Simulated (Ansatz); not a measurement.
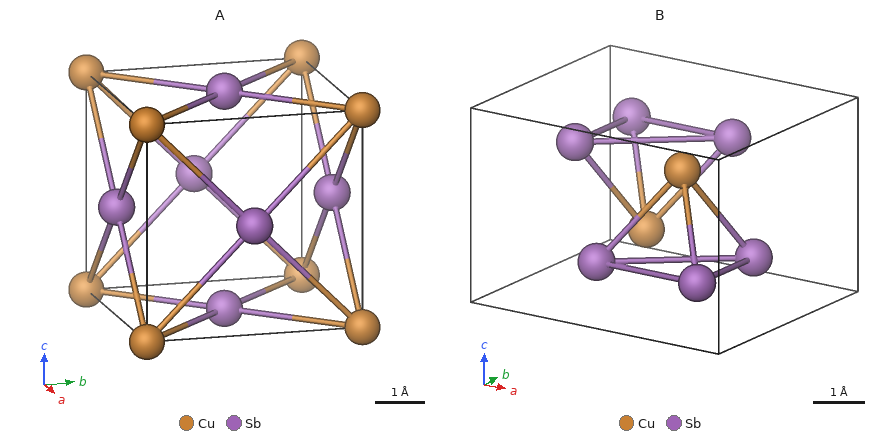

Two structures of CuSb3, each relaxed to rest (conventional cells in solid outline, small ones repeated, not to one scale). Method: DFT PBE, scalar-relativistic, plane waves, PAW (Ansatz 0.2.0), without spin polarisation.

> State the structure in each panel.

A: Cu₃Au (L1₂) type, Pm-3m. B: 8 atoms a cell on a primitive hexagonal lattice, P6_3/mmc.

> Which structure wins energetically, and by what margin?

B is lower, by 233 meV/atom at this level of theory (energies at zero smearing). Volumes: A 24.2, B 26.2 Å³/atom.

One or both may be structure types tried for this composition rather than known phases.
